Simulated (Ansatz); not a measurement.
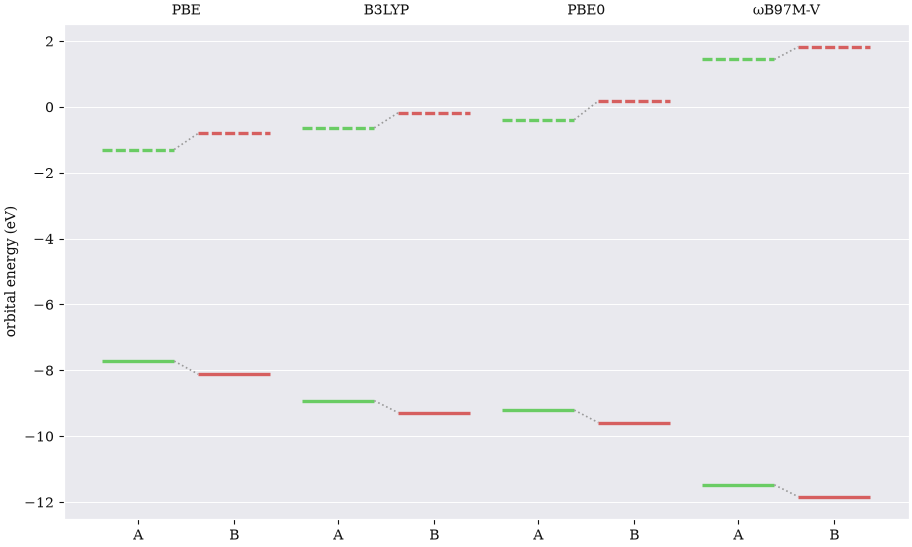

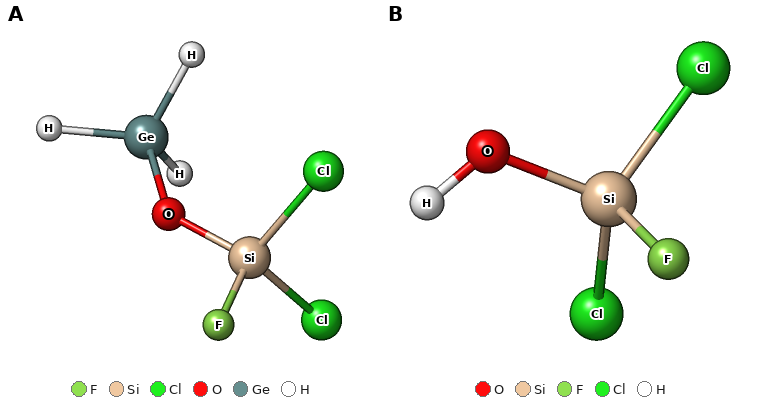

One change: A, GeSiH₃OCl₂F (SMILES F[Si](Cl)(Cl)[O][GeH3]), becomes B, SiHOCl₂F (SMILES O[Si](F)(Cl)Cl). GeH₃ on O is replaced by H. HOMO (solid) and LUMO (dashed) computed in def2-TZVPP at PBE0-D4/def2-TZVP geometries, both minima by their frequencies, gas phase, the Ansatz code 0.2.0. Empty levels above zero depend strongly on the basis.

What does the change do to HOMO and LUMO?

PBE: the HOMO falls by 0.40 eV, the LUMO rises by 0.49 eV, and the separation goes from 6.43 to 7.31 eV. B3LYP: the HOMO falls by 0.37 eV, the LUMO rises by 0.46 eV, and the separation goes from 8.28 to 9.11 eV. PBE0: the HOMO falls by 0.38 eV, the LUMO rises by 0.57 eV, and the separation goes from 8.82 to 9.77 eV. ωB97M-V: the HOMO falls by 0.36 eV, the LUMO rises by 0.38 eV, and the separation goes from 12.92 to 13.66 eV.

Do the functionals agree on the effect?

They agree on the direction for both levels; the HOMO shift lies between −0.40 and −0.36 eV and the LUMO shift between 0.38 and 0.57 eV, while the separations themselves differ by up to 6.5 eV between functionals.

Caveats: one conformer of each flexible molecule.
